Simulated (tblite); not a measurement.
## Geometry relaxation of C5H13OSi (part 2 of 2)

The same run, continued: C5H13OSi, multiplicity 2; GFN2-xTB geometry optimisation, gas phase (tblite 0.8.0). It belongs to a series of runs on one base structure; here: H removed from sp3 C.

Geometry of the input (Å):
```
C  2.4408  -0.2791  -0.5747
C  1.1502  -0.8398  -0.0717
C  -0.0375  0.0358  0.0841
C  -1.3492  -0.7710  0.1424
C  -1.6580  -1.5349  -1.1268
O  0.1233  0.7429  1.3047
Si -0.2492  2.3641  1.3856
H  2.9257  0.3319  0.2014
H  3.1171  -1.0878  -0.8575
H  2.2551  0.3447  -1.4522
H  1.1941  -1.7655  0.5115
H  -0.0941  0.7139  -0.7821
H  -1.3134  -1.4819  1.0018
H  -2.1828  -0.1077  0.3708
H  -2.6227  -2.0384  -1.0442
H  -0.8975  -2.2869  -1.3384
H  -1.7153  -0.8445  -1.9824
H  0.6091  3.1055  0.4420
H  -1.6698  2.5498  1.0064
H  -0.0311  2.8596  2.7759
```

Trajectory as extended XYZ, continued:
```
20
Properties=species:S:1:pos:R:3:forces:R:3 step=60 energy=-628.94575
C     2.4129   -0.3339   -0.5822   -0.0020  -0.0020  -0.0060
C     1.1413   -0.8246   -0.0142    0.0170   0.0000   0.0050
C    -0.0622    0.0363    0.0347    0.0250  -0.0050  -0.0030
C    -1.3634   -0.7645    0.1254    0.0050   0.0030  -0.0080
C    -1.6237   -1.5702   -1.1392    0.0090  -0.0070  -0.0090
O     0.0374    0.8578    1.2000    0.0190  -0.0010   0.0160
Si   -0.2806    2.4254    1.3988    0.0000   0.0180   0.0020
H     2.9660    0.2654    0.1539   -0.0210  -0.0080  -0.0240
H     3.0599   -1.1629   -0.8686   -0.0200   0.0050   0.0050
H     2.2340    0.3026   -1.4488    0.0040   0.0010   0.0150
H     1.1692   -1.6825    0.6371   -0.0150   0.0010   0.0040
H    -0.0902    0.6872   -0.8505   -0.0100   0.0060   0.0090
H    -1.2957   -1.4270    0.9899   -0.0110  -0.0040   0.0020
H    -2.1817   -0.0641    0.3018   -0.0120  -0.0020   0.0070
H    -2.5206   -2.1744   -1.0272    0.0010   0.0040   0.0020
H    -0.7824   -2.2276   -1.3449    0.0100  -0.0190  -0.0020
H    -1.7572   -0.9099   -1.9929    0.0030   0.0080  -0.0060
H     0.5287    3.2440    0.4870   -0.0080   0.0110   0.0030
H    -1.6895    2.7492    1.1417    0.0050  -0.0040  -0.0010
H     0.0926    2.5844    2.7951    0.0010  -0.0060  -0.0120
20
Properties=species:S:1:pos:R:3:forces:R:3 step=65 energy=-628.94635
C     2.4057   -0.3402   -0.5871   -0.0010   0.0010   0.0000
C     1.1390   -0.8255   -0.0069   -0.0170  -0.0010  -0.0050
C    -0.0612    0.0389    0.0387   -0.0210   0.0050   0.0090
C    -1.3658   -0.7585    0.1216   -0.0020  -0.0070   0.0070
C    -1.6124   -1.5726   -1.1417    0.0030   0.0050   0.0080
O     0.0391    0.8597    1.2051    0.0080   0.0070  -0.0010
Si   -0.2797    2.4277    1.4038   -0.0030  -0.0040  -0.0010
H     2.9663    0.2597    0.1408    0.0090   0.0040   0.0190
H     3.0469   -1.1711   -0.8773    0.0050  -0.0110  -0.0120
H     2.2200    0.2980   -1.4500    0.0010  -0.0050  -0.0210
H     1.1638   -1.6814    0.6468    0.0000   0.0010   0.0040
H    -0.0860    0.6910   -0.8456    0.0000   0.0050   0.0070
H    -1.3097   -1.4154    0.9916    0.0040  -0.0100  -0.0080
H    -2.1862   -0.0571    0.2881    0.0070  -0.0090  -0.0170
H    -2.5034   -2.1861   -1.0312    0.0020   0.0140   0.0030
H    -0.7638   -2.2238   -1.3409   -0.0040   0.0080   0.0020
H    -1.7503   -0.9160   -1.9983    0.0160  -0.0090   0.0040
H     0.5198    3.2524    0.4890   -0.0020   0.0030  -0.0030
H    -1.6907    2.7450    1.1539   -0.0050   0.0030   0.0010
H     0.1034    2.5860    2.7966    0.0010   0.0000   0.0030
20
Properties=species:S:1:pos:R:3:forces:R:3 step=70 energy=-628.94665
C     2.4017   -0.3442   -0.5907   -0.0010  -0.0060  -0.0050
C     1.1354   -0.8255   -0.0049    0.0050   0.0040  -0.0010
C    -0.0628    0.0418    0.0424    0.0080   0.0040  -0.0020
C    -1.3674   -0.7554    0.1202    0.0030   0.0040  -0.0010
C    -1.6046   -1.5736   -1.1418    0.0020  -0.0010  -0.0040
O     0.0413    0.8616    1.2089   -0.0120  -0.0030  -0.0020
Si   -0.2804    2.4291    1.4077   -0.0010  -0.0010   0.0010
H     2.9677    0.2545    0.1354   -0.0050  -0.0120  -0.0100
H     3.0385   -1.1777   -0.8850    0.0000  -0.0010   0.0050
H     2.2140    0.2923   -1.4553    0.0030  -0.0030   0.0040
H     1.1606   -1.6778    0.6541    0.0040   0.0070  -0.0040
H    -0.0847    0.6957   -0.8405   -0.0060   0.0020  -0.0030
H    -1.3174   -1.4110    0.9913    0.0030   0.0020   0.0020
H    -2.1894   -0.0541    0.2746   -0.0050  -0.0010   0.0100
H    -2.4929   -2.1905   -1.0316   -0.0050   0.0020  -0.0020
H    -0.7520   -2.2199   -1.3377    0.0050  -0.0090   0.0090
H    -1.7428   -0.9216   -2.0013    0.0090   0.0100  -0.0030
H     0.5134    3.2558    0.4893   -0.0040  -0.0010   0.0000
H    -1.6931    2.7440    1.1632   -0.0020   0.0010   0.0030
H     0.1098    2.5874    2.7986   -0.0010   0.0020   0.0030
20
Properties=species:S:1:pos:R:3:forces:R:3 step=75 energy=-628.94699
C     2.3974   -0.3516   -0.5975    0.0060   0.0060   0.0000
C     1.1320   -0.8237   -0.0046   -0.0060   0.0000   0.0050
C    -0.0639    0.0468    0.0445   -0.0180  -0.0090  -0.0050
C    -1.3678   -0.7522    0.1190   -0.0100  -0.0070  -0.0020
C    -1.5952   -1.5739   -1.1428    0.0000   0.0000   0.0060
O     0.0376    0.8638    1.2123    0.0090   0.0010   0.0010
Si   -0.2826    2.4314    1.4128   -0.0060   0.0010   0.0030
H     2.9675    0.2438    0.1268    0.0160   0.0170   0.0030
H     3.0311   -1.1873   -0.8908   -0.0060  -0.0170  -0.0070
H     2.2093    0.2845   -1.4613    0.0070   0.0070  -0.0150
H     1.1595   -1.6711    0.6600   -0.0080  -0.0060   0.0080
H    -0.0875    0.7017   -0.8375    0.0080   0.0000   0.0000
H    -1.3210   -1.4072    0.9912    0.0070   0.0120  -0.0010
H    -2.1940   -0.0540    0.2677    0.0110   0.0000   0.0090
H    -2.4850   -2.1896   -1.0356    0.0050   0.0080  -0.0210
H    -0.7406   -2.2215   -1.3279   -0.0120   0.0010   0.0020
H    -1.7250   -0.9228   -2.0049    0.0060  -0.0130   0.0080
H     0.5039    3.2608    0.4905    0.0000  -0.0060   0.0010
H    -1.6968    2.7427    1.1735   -0.0050   0.0050   0.0070
H     0.1159    2.5903    2.8016   -0.0050   0.0010  -0.0020
20
Properties=species:S:1:pos:R:3:forces:R:3 step=80 energy=-628.94755
C     2.3922   -0.3620   -0.6087   -0.0060  -0.0010   0.0060
C     1.1269   -0.8198   -0.0017    0.0090   0.0090   0.0050
C    -0.0678    0.0532    0.0471    0.0250   0.0170   0.0110
C    -1.3710   -0.7467    0.1171    0.0180   0.0080   0.0090
C    -1.5797   -1.5750   -1.1424   -0.0080  -0.0020  -0.0080
O     0.0331    0.8667    1.2181    0.0000   0.0030  -0.0050
Si   -0.2896    2.4336    1.4223    0.0000  -0.0080  -0.0070
H     2.9745    0.2312    0.1089    0.0070  -0.0060  -0.0190
H     3.0129   -1.2082   -0.9034   -0.0110   0.0150   0.0060
H     2.2056    0.2719   -1.4755   -0.0030  -0.0130   0.0140
H     1.1544   -1.6603    0.6726   -0.0010   0.0090  -0.0070
H    -0.0879    0.7116   -0.8322    0.0050  -0.0060  -0.0060
H    -1.3259   -1.3946    0.9937   -0.0040  -0.0160   0.0110
H    -2.1992   -0.0501    0.2584   -0.0050   0.0050  -0.0100
H    -2.4713   -2.1887   -1.0515   -0.0260  -0.0120   0.0030
H    -0.7233   -2.2241   -1.3098    0.0050  -0.0120   0.0020
H    -1.6926   -0.9292   -2.0099    0.0030   0.0130  -0.0160
H     0.4871    3.2621    0.4909    0.0000  -0.0010   0.0010
H    -1.7063    2.7442    1.1965   -0.0040  -0.0010   0.0080
H     0.1229    2.5949    2.8065   -0.0050   0.0000   0.0020
20
Properties=species:S:1:pos:R:3:forces:R:3 step=85 energy=-628.94789
C     2.3894   -0.3664   -0.6128    0.0120   0.0040  -0.0030
C     1.1260   -0.8162    0.0015    0.0120  -0.0050   0.0060
C    -0.0672    0.0574    0.0499   -0.0030  -0.0180  -0.0090
C    -1.3695   -0.7457    0.1182   -0.0100  -0.0030  -0.0120
C    -1.5744   -1.5749   -1.1431    0.0050   0.0010   0.0060
O     0.0334    0.8696    1.2204   -0.0060   0.0000   0.0000
Si   -0.2932    2.4351    1.4251   -0.0040   0.0140   0.0090
H     2.9805    0.2262    0.0975    0.0070   0.0040   0.0000
H     3.0041   -1.2161   -0.9076    0.0020  -0.0060  -0.0030
H     2.2018    0.2647   -1.4806   -0.0090   0.0020  -0.0060
H     1.1521   -1.6560    0.6757    0.0040  -0.0060   0.0090
H    -0.0874    0.7140   -0.8309    0.0020   0.0010   0.0060
H    -1.3266   -1.3944    0.9954   -0.0020   0.0070  -0.0130
H    -2.1998   -0.0505    0.2555    0.0020   0.0020  -0.0020
H    -2.4725   -2.1827   -1.0610    0.0110   0.0210   0.0040
H    -0.7204   -2.2308   -1.2995   -0.0140  -0.0040  -0.0050
H    -1.6716   -0.9284   -2.0130   -0.0020  -0.0100   0.0110
H     0.4791    3.2648    0.4914   -0.0020   0.0010  -0.0020
H    -1.7117    2.7428    1.2066   -0.0020  -0.0020   0.0030
H     0.1226    2.5984    2.8083   -0.0040  -0.0010   0.0000
20
Properties=species:S:1:pos:R:3:forces:R:3 step=90 energy=-628.94832
C     2.3859   -0.3782   -0.6242   -0.0080  -0.0060   0.0010
C     1.1272   -0.8087    0.0133   -0.0080  -0.0060   0.0020
C    -0.0669    0.0642    0.0530    0.0030   0.0090   0.0100
C    -1.3698   -0.7392    0.1121    0.0090   0.0050   0.0060
C    -1.5584   -1.5773   -1.1444   -0.0050   0.0000  -0.0060
O     0.0254    0.8765    1.2245   -0.0050  -0.0040   0.0050
Si   -0.3022    2.4411    1.4368   -0.0010  -0.0150  -0.0050
H     2.9984    0.2118    0.0699   -0.0060   0.0040  -0.0010
H     2.9840   -1.2393   -0.9211    0.0040   0.0040  -0.0130
H     2.1883    0.2473   -1.4941    0.0100  -0.0040   0.0010
H     1.1503   -1.6429    0.6946    0.0180   0.0010   0.0100
H    -0.0829    0.7221   -0.8268    0.0100  -0.0030  -0.0020
H    -1.3365   -1.3823    0.9932    0.0010   0.0030   0.0070
H    -2.2025   -0.0442    0.2351    0.0040   0.0050  -0.0020
H    -2.4610   -2.1780   -1.0715   -0.0170  -0.0010   0.0060
H    -0.7073   -2.2403   -1.2828    0.0010  -0.0050  -0.0060
H    -1.6390   -0.9372   -2.0198    0.0010   0.0010  -0.0150
H     0.4588    3.2702    0.4931   -0.0110   0.0060   0.0060
H    -1.7249    2.7441    1.2404   -0.0010   0.0040  -0.0060
H     0.1279    2.6012    2.8158    0.0020   0.0040   0.0030
20
Properties=species:S:1:pos:R:3:forces:R:3 step=95 energy=-628.94882
C     2.3866   -0.3821   -0.6281    0.0060   0.0040  -0.0120
C     1.1323   -0.8090    0.0213    0.0150   0.0050  -0.0070
C    -0.0622    0.0639    0.0580    0.0090  -0.0120  -0.0050
C    -1.3660   -0.7378    0.1107   -0.0040  -0.0040  -0.0080
C    -1.5576   -1.5760   -1.1462   -0.0060   0.0010   0.0030
O     0.0215    0.8758    1.2302    0.0140  -0.0040   0.0020
Si   -0.3088    2.4398    1.4398   -0.0070   0.0080   0.0100
H     3.0060    0.2124    0.0567   -0.0130  -0.0180   0.0020
H     2.9819   -1.2436   -0.9302    0.0020   0.0010   0.0120
H     2.1843    0.2401   -1.4990   -0.0100   0.0040  -0.0050
H     1.1618   -1.6424    0.7039   -0.0020   0.0170   0.0070
H    -0.0739    0.7209   -0.8227    0.0110   0.0000   0.0080
H    -1.3381   -1.3803    0.9926    0.0000   0.0010  -0.0010
H    -2.1969   -0.0399    0.2301    0.0030   0.0040   0.0010
H    -2.4722   -2.1593   -1.0741    0.0070  -0.0020  -0.0150
H    -0.7175   -2.2547   -1.2791   -0.0130   0.0070   0.0090
H    -1.6216   -0.9377   -2.0252   -0.0050  -0.0050   0.0090
H     0.4463    3.2716    0.4937   -0.0060   0.0000   0.0050
H    -1.7321    2.7413    1.2462   -0.0050  -0.0020  -0.0080
H     0.1212    2.6075    2.8184    0.0040  -0.0050  -0.0060
20
Properties=species:S:1:pos:R:3:forces:R:3 step=100 energy=-628.94928
C     2.3798   -0.4002   -0.6469   -0.0030  -0.0020   0.0040
C     1.1348   -0.8015    0.0348   -0.0130  -0.0060  -0.0040
C    -0.0585    0.0725    0.0642   -0.0080   0.0040  -0.0060
C    -1.3650   -0.7281    0.1020   -0.0020   0.0040   0.0030
C    -1.5396   -1.5785   -1.1491    0.0010   0.0000   0.0020
O     0.0133    0.8815    1.2395    0.0110   0.0010  -0.0050
Si   -0.3238    2.4435    1.4568    0.0010  -0.0070  -0.0060
H     3.0209    0.1886    0.0214    0.0080   0.0100   0.0020
H     2.9572   -1.2731   -0.9506    0.0000  -0.0070  -0.0020
H     2.1674    0.2162   -1.5196    0.0000  -0.0010   0.0010
H     1.1682   -1.6175    0.7372    0.0100   0.0040   0.0130
H    -0.0596    0.7321   -0.8139   -0.0010   0.0060  -0.0080
H    -1.3511   -1.3614    0.9910   -0.0010  -0.0020  -0.0070
H    -2.1964   -0.0278    0.2026    0.0030   0.0070   0.0000
H    -2.4605   -2.1533   -1.0911   -0.0020   0.0010   0.0000
H    -0.7043   -2.2669   -1.2563    0.0040  -0.0010   0.0040
H    -1.5795   -0.9514   -2.0372   -0.0030   0.0090   0.0090
H     0.4110    3.2824    0.5012    0.0000  -0.0010   0.0000
H    -1.7507    2.7417    1.2842   -0.0020  -0.0140  -0.0020
H     0.1315    2.6119    2.8269   -0.0040  -0.0050   0.0020
20
Properties=species:S:1:pos:R:3:forces:R:3 step=105 energy=-628.94960
C     2.3800   -0.4017   -0.6495    0.0010  -0.0030   0.0030
C     1.1366   -0.8049    0.0350    0.0160   0.0060   0.0060
C    -0.0553    0.0710    0.0648    0.0100   0.0030   0.0060
C    -1.3643   -0.7257    0.1024    0.0030   0.0040   0.0030
C    -1.5409   -1.5758   -1.1483   -0.0020   0.0080  -0.0040
O     0.0201    0.8791    1.2410   -0.0040   0.0000  -0.0100
Si   -0.3279    2.4391    1.4567    0.0040  -0.0030  -0.0030
H     3.0223    0.1900    0.0164   -0.0070  -0.0100  -0.0090
H     2.9576   -1.2748   -0.9539   -0.0010   0.0080   0.0030
H     2.1636    0.2134   -1.5221    0.0060  -0.0060   0.0010
H     1.1787   -1.6125    0.7473   -0.0080   0.0110   0.0020
H    -0.0528    0.7327   -0.8123   -0.0130  -0.0120  -0.0030
H    -1.3532   -1.3610    0.9896    0.0010   0.0090   0.0100
H    -2.1919   -0.0210    0.2025   -0.0060  -0.0030   0.0030
H    -2.4674   -2.1422   -1.0956    0.0000   0.0020   0.0080
H    -0.7111   -2.2721   -1.2506   -0.0040   0.0130  -0.0050
H    -1.5721   -0.9464   -2.0348    0.0060  -0.0030  -0.0100
H     0.4037    3.2802    0.5008    0.0010   0.0020  -0.0020
H    -1.7560    2.7311    1.2807    0.0020  -0.0190   0.0010
H     0.1252    2.6124    2.8269   -0.0060  -0.0070   0.0000
20
Properties=species:S:1:pos:R:3:forces:R:3 step=110 energy=-628.95014
C     2.3728   -0.4255   -0.6700    0.0040   0.0010  -0.0090
C     1.1412   -0.7969    0.0519   -0.0050   0.0030  -0.0020
C    -0.0492    0.0816    0.0687   -0.0050  -0.0060  -0.0030
C    -1.3625   -0.7101    0.0934    0.0000   0.0000   0.0050
C    -1.5220   -1.5729   -1.1509    0.0030   0.0000   0.0030
O     0.0198    0.8850    1.2457    0.0050   0.0010   0.0120
Si   -0.3449    2.4388    1.4731   -0.0040   0.0040   0.0030
H     3.0425    0.1633   -0.0303    0.0050   0.0040   0.0080
H     2.9292   -1.3109   -0.9775    0.0010  -0.0170   0.0080
H     2.1446    0.1792   -1.5462   -0.0020   0.0040  -0.0100
H     1.1931   -1.5707    0.7999   -0.0010   0.0000  -0.0050
H    -0.0403    0.7429   -0.8083    0.0050  -0.0110  -0.0050
H    -1.3686   -1.3356    0.9876    0.0040   0.0030   0.0080
H    -2.1891   -0.0016    0.1734    0.0010   0.0020  -0.0010
H    -2.4579   -2.1252   -1.1131    0.0040   0.0130  -0.0010
H    -0.7011   -2.2830   -1.2219    0.0060   0.0050  -0.0100
H    -1.5187   -0.9557   -2.0469   -0.0090  -0.0050   0.0040
H     0.3600    3.2924    0.5082   -0.0040   0.0040   0.0010
H    -1.7805    2.7051    1.3229   -0.0040  -0.0030  -0.0030
H     0.1267    2.6105    2.8373   -0.0050  -0.0010  -0.0010
20
Properties=species:S:1:pos:R:3:forces:R:3 step=115 energy=-628.95031
C     2.3768   -0.4206   -0.6659   -0.0010  -0.0040   0.0020
C     1.1424   -0.7995    0.0478    0.0040  -0.0040   0.0010
C    -0.0486    0.0777    0.0658    0.0040   0.0050   0.0060
C    -1.3619   -0.7125    0.0966    0.0030   0.0010   0.0040
C    -1.5295   -1.5707   -1.1498    0.0000   0.0020   0.0000
O     0.0253    0.8832    1.2418   -0.0010   0.0040  -0.0060
Si   -0.3427    2.4366    1.4679   -0.0040  -0.0030  -0.0050
H     3.0389    0.1705   -0.0199    0.0010  -0.0050  -0.0040
H     2.9382   -1.3043   -0.9699    0.0020   0.0000   0.0030
H     2.1510    0.1851   -1.5424    0.0030  -0.0070  -0.0040
H     1.1951   -1.5736    0.7958   -0.0020  -0.0010  -0.0090
H    -0.0416    0.7358   -0.8137    0.0010   0.0030   0.0030
H    -1.3627   -1.3400    0.9896   -0.0010   0.0010   0.0000
H    -2.1873   -0.0031    0.1831    0.0030  -0.0020   0.0000
H    -2.4655   -2.1218   -1.1073    0.0000  -0.0050   0.0010
H    -0.7085   -2.2796   -1.2310    0.0000   0.0010  -0.0020
H    -1.5342   -0.9507   -2.0436   -0.0040   0.0060   0.0020
H     0.3669    3.2922    0.5081   -0.0050   0.0030   0.0040
H    -1.7778    2.7006    1.3089   -0.0020  -0.0010  -0.0010
H     0.1206    2.6053    2.8350   -0.0030   0.0040   0.0050
```

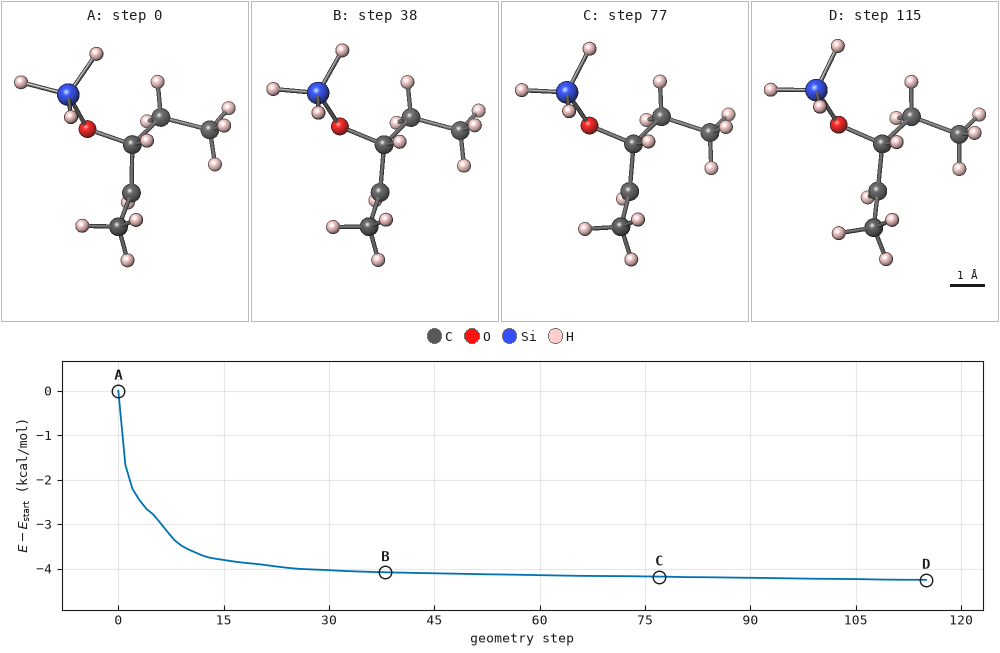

Figure 1. Frames of the relaxation (ball-and-stick view, seen at an oblique angle) above the curves, on which the letters mark them (steps are counted from 0).

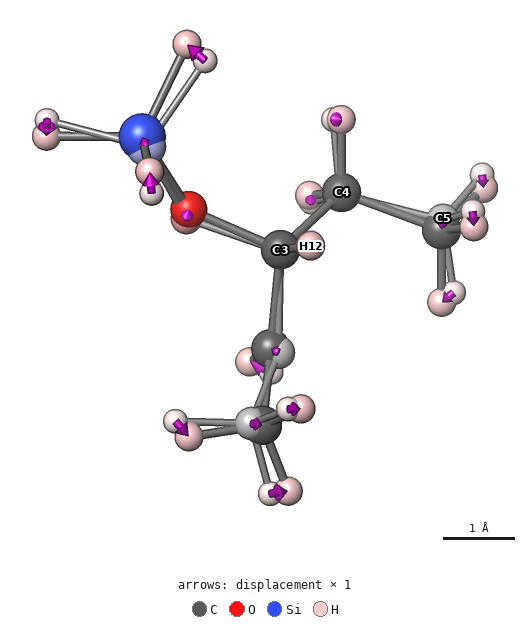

Figure 2. Start (faint) and end (solid) with the displacements as pink arrows, at true length (ball-and-stick view, seen at an oblique angle). The two geometries are laid on each other by the best rigid fit. Over 115 geometry steps the energy falls by 4.25 kcal/mol. Largest force component: 1.6 eV/Å at the start, 0.009 eV/Å at the end. H19 moves most after the best rigid fit: 0.36 Å. Largest moves by element: H 0.36 Å, O 0.18 Å, C 0.18 Å, Si 0.15 Å. Distances before and after: O6–Si7 1.665 → 1.612 Å, Si7–H20 1.492 → 1.453 Å, C4–H13 1.116 → 1.091 Å, C1–C2 1.494 → 1.475 Å. Among the angles that change: C3–O6–Si7 120.1° → 130.3°, O6–Si7–H20 109.6° → 99.8°, O6–Si7–H19 108.9° → 112.4°. (Atoms are counted from 1 in the order of the input.)

Summary:

- outcome: converged
- total energy: −628.9503 eV
- wall time: 1.2 s
- peak memory: 0.18 GiB
